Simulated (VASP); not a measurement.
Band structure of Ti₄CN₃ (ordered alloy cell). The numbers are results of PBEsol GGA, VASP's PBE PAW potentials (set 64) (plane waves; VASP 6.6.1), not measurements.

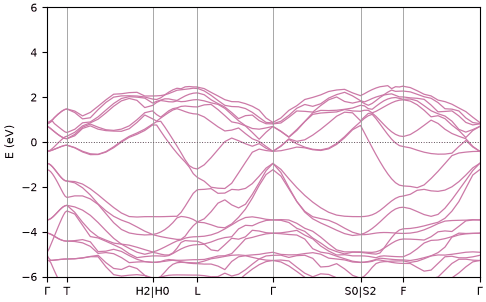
Figure. Bands along high-symmetry lines, zero at the valence-band maximum or, without a gap, the Fermi level

Question: Read the plot: is there a gap, and where are the band edges?

Answer: It has no gap at this level: it comes out as a metal or semimetal. (Edges off the drawn lines would not show.)

The structure was generated: Ti4CN3 was put into an ordered model structure (R-3m), which need not be its known phase. It was relaxed first. The electron count is odd and the run is not spin-polarised, which forces a metal.
